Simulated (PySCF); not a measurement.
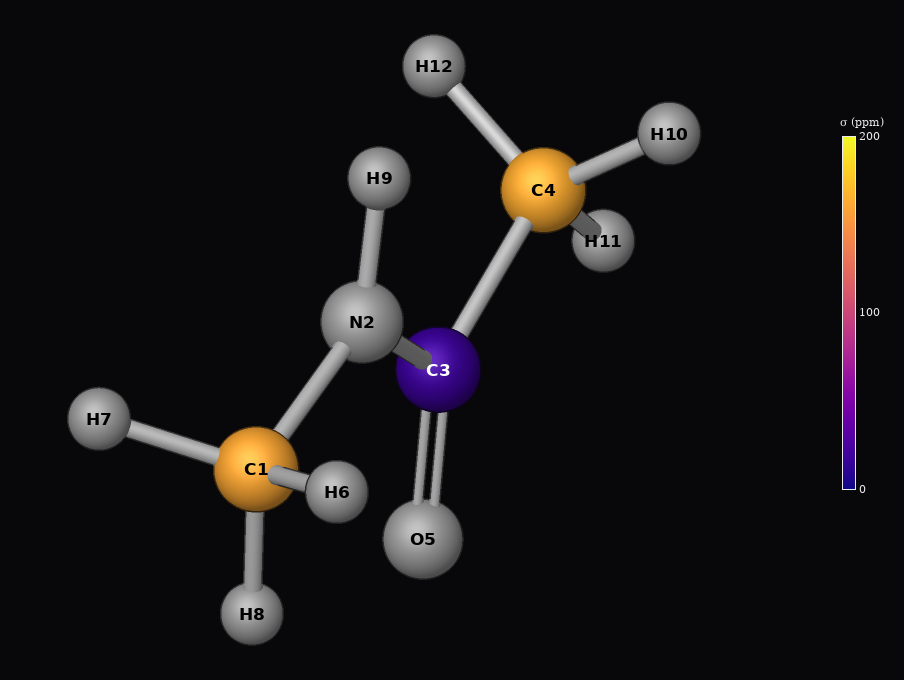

Atoms are coloured by their isotropic NMR shieldings (C only, the others grey). Geometry: an end point of a reaction path computed with GFN2-xTB. Properties computed with GIAO PBE0/pcSseg-1 NMR shielding, non-relativistic, gas phase (PySCF 2.14.0).

List the isotropic NMR shieldings of the C atoms.

| atom | σ (ppm) |
| --- | --- |
| C1 | 160.6 |
| C3 | 18.6 |
| C4 | 162.9 |
